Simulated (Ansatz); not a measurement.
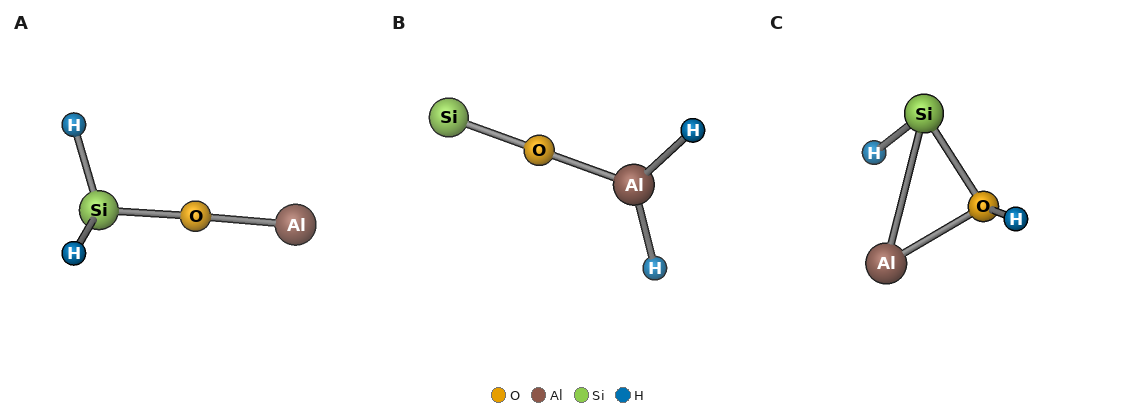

3 stationary structures of one formula. The species is neutral and a spin doublet. Geometries: PBE0-D4/def2-TZVP. Electronic energies: UHF-CCSD(T) (frozen core)/def2-TZVPP (Ansatz 0.2.0), without zero-point energy. No frequency run is at hand to confirm each as a minimum.

### Which is lowest in energy, and by how much?

A is lowest; B lies 56.3 kJ/mol above it, C lies 156.6 kJ/mol above it (C1).
